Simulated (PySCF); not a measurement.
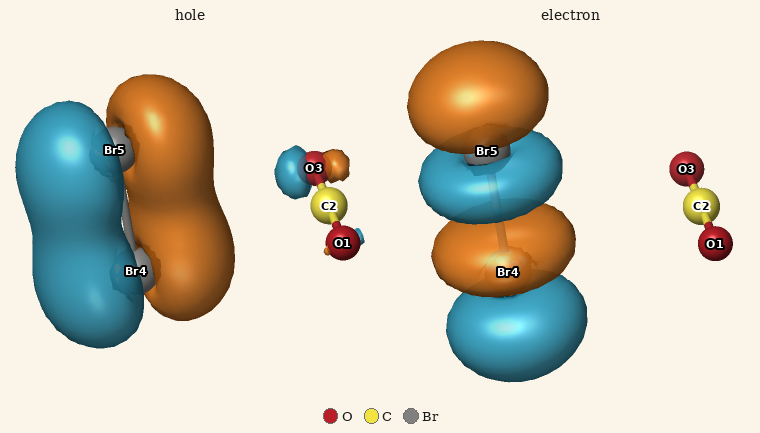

CBr₂O₂, SMILES `O=C=O.BrBr`. Leading natural transition orbital pair of S₃ (TDA singlet states); the surfaces enclose about 85 % of each orbital's density.

Computed with PySCF, CAM-B3LYP/def2-SVP, geometry: an unrelaxed start of a pair search. Without diffuse functions Rydberg states are missing, so the states' numbers hold for this basis only.

**Give its energy and the atoms that hole and electron lie on.**

5.15 eV (241 nm), f = 0.000 (dark); the leading pair carries 100 %; hole on Br4 (50 %) and Br5 (47 %), electron on Br4 and Br5 (50 % each); their centroids lie 0.1 Å apart; S₄ lies within 0.1 eV of it. In canonical orbitals it is mainly HOMO−2 → LUMO (73 %). The HOMO–LUMO gap is 7.00 eV.
